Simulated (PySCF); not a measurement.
**NMR shielding calculation of Si2H6**

Si2H6, computed with GIAO PBE0/pcSseg-1 NMR shielding, non-relativistic, gas phase (PySCF 2.14.0).

The geometry comes from this level: GFN2-xTB. Figures and captions count atoms from 1; the log counts them from 0 in places.

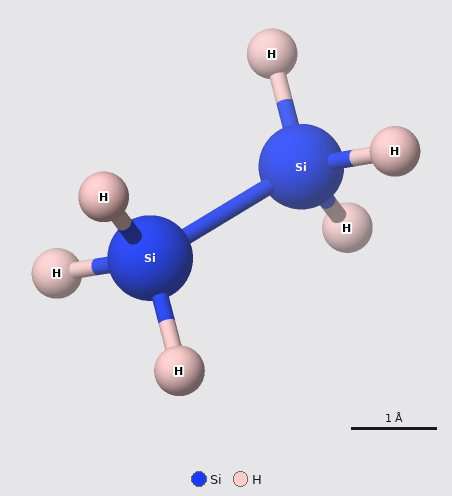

The structure as given in the input (ball-and-stick view, seen at a tilt). Bond lengths as drawn: H–Si 1.47 Å and Si–Si 2.31 Å.

## Summary

```tsv
quantity	value
outcome	converged
total energy	−582.295270 hartree
HOMO	−8.78 eV
LUMO	0.25 eV
dipole moment	0.01 D
isotropic shielding, Si	469.2 to 469.3 ppm
isotropic shielding, H	28.3 ppm
hardware	1 CPU thread, shared host
wall time	3 s
peak memory	0.36 GiB
```

## Input file
```
{"job": {"kind": "nmr", "xc": "PBE0", "basis": "pcSseg-1"}, "charge": 0, "multiplicity": 1}
Si    -1.144856     0.116933    -0.020997
Si     1.148489    -0.113190     0.014205
H     -1.785167    -0.786450    -0.981419
H     -1.569402     1.471945    -0.384039
H     -1.757048    -0.166416     1.280174
H      1.565932    -1.471671     0.374219
H      1.789520     0.785068     0.979643
H      1.761590     0.173192    -1.286350
```

The first line tells a small driver script what to run in PySCF; the rest is the geometry in Å.

## What the program printed
```
coarse grid: 6968 points
cycle   1  E = -582.2820359603  dE = -2.562e-01  |g| = 1.067e-01  |ddm| = 2.309e+00
cycle   2  E = -582.2845344979  dE = -2.499e-03  |g| = 5.047e-02  |ddm| = 1.946e-01
cycle   3  E = -582.2851050618  dE = -5.706e-04  |g| = 1.083e-02  |ddm| = 6.505e-02
cycle   4  E = -582.2851435525  dE = -3.849e-05  |g| = 1.910e-03  |ddm| = 1.732e-02
cycle   5  E = -582.2851451422  dE = -1.590e-06  |g| = 1.966e-04  |ddm| = 3.858e-03
final grid: 56088 points
cycle   6  E = -582.2952694710  dE = -4.750e-06  |g| = 1.102e-03  |ddm| = 7.868e-03
cycle   7  E = -582.2952695307  dE = -5.971e-08  |g| = 5.331e-04  |ddm| = 1.235e-03
cycle   8  E = -582.2952695736  dE = -4.284e-08  |g| = 7.909e-05  |ddm| = 5.574e-04
cycle   9  E = -582.2952695758  dE = -2.188e-09  |g| = 7.018e-06  |ddm| = 1.200e-04
cycle  10  E = -582.2952695758  dE = -2.035e-11  |g| = 5.250e-07  |ddm| = 1.471e-05
```

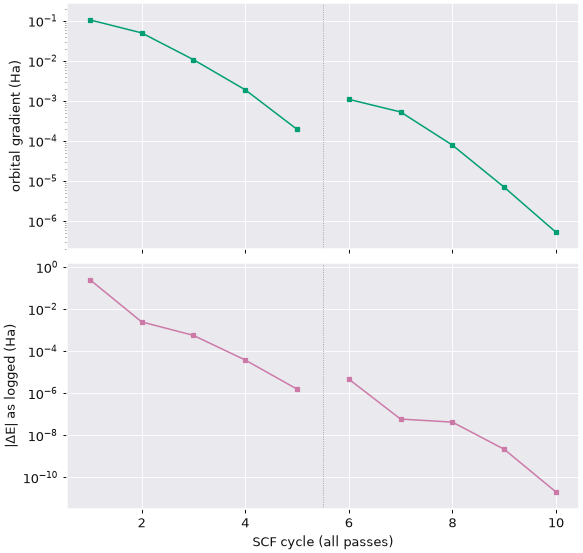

Convergence of the self-consistent field: orbital gradient and size of the energy change against the SCF cycle. The dotted line marks the change from a coarse to the final integration grid. The first 5 cycles use a coarse grid, the final grid takes over at cycle 6, and the field converges after 10 cycles in all.

```
converged SCF energy = -582.2952695758

GIAO shielding tensors (ppm)
atom      isotropic    diamagn.    paramagn.     s11        s22        s33       span
  0 Si     469.313     880.030    -410.717    464.747    464.762    478.430     13.683
  1 Si     469.189     880.021    -410.832    464.494    465.048    478.024     13.530
  2 H       28.268      29.004      -0.736     25.093     25.851     33.861      8.767
  3 H       28.271      29.007      -0.736     25.097     25.853     33.862      8.765
  4 H       28.270      29.012      -0.742     25.097     25.856     33.857      8.760
  5 H       28.261      29.003      -0.742     25.088     25.853     33.844      8.756
  6 H       28.259      28.993      -0.734     25.088     25.842     33.847      8.760
  7 H       28.261      28.997      -0.736     25.091     25.847     33.846      8.755
```

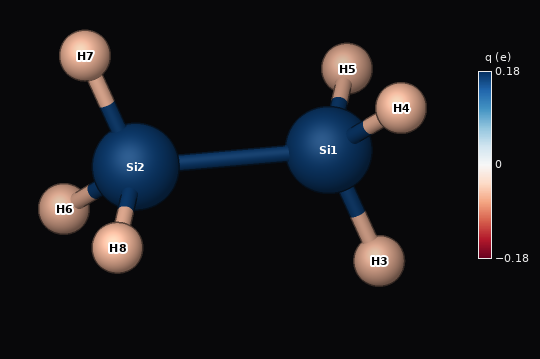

Mulliken charges, as the colour of each atom (ball-and-stick view, seen at a tilt; atoms are numbered from 1 in the order of the input). By element: Si +0.17 and H −0.06 e.
